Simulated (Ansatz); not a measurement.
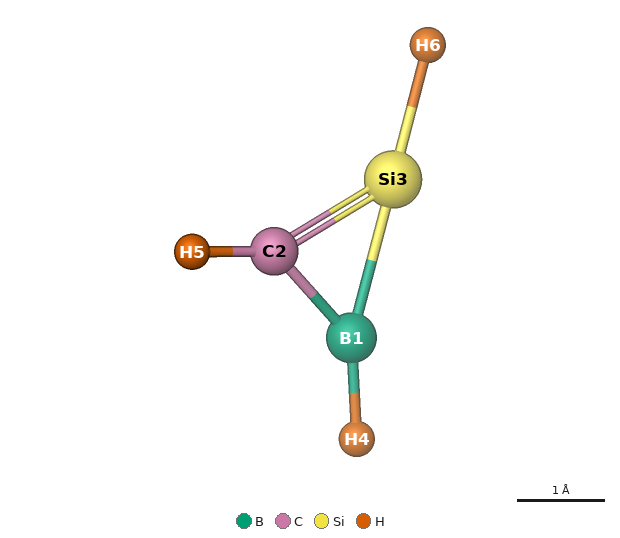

Source: calculation with Ansatz.

Orthographic view. Atoms fade into the background with distance from the viewer. Geometry: moved along internal coordinates away from the minimum.

Write a MOL file (V2000) with the atoms in numerical order, bonds sorted by atom number with the orders drawn, and coordinates in the frame of the picture: x right, y up, z towards the viewer, origin at the mean position.

```
CH3BSi
                    3D

  6  6  0  0  0  0  0  0  0  0999 V2000
    0.2200   -1.0100   -0.2600 B   0  0  0  0  0  0  0  0  0  0  0  0
   -0.6700   -0.0100    0.3700 C   0  0  0  0  0  0  0  0  0  0  0  0
    0.7000    0.8200   -0.2800 Si  0  0  0  0  0  4  0  0  0  0  0  0
    0.2800   -2.1700   -0.4500 H   0  0  0  0  0  0  0  0  0  0  0  0
   -1.6200   -0.0100    0.9000 H   0  0  0  0  0  0  0  0  0  0  0  0
    1.1000    2.3700   -0.2900 H   0  0  0  0  0  0  0  0  0  0  0  0
  1  2  1  0
  1  3  1  0
  1  4  1  0
  2  3  2  0
  2  5  1  0
  3  6  1  0
M  END
```
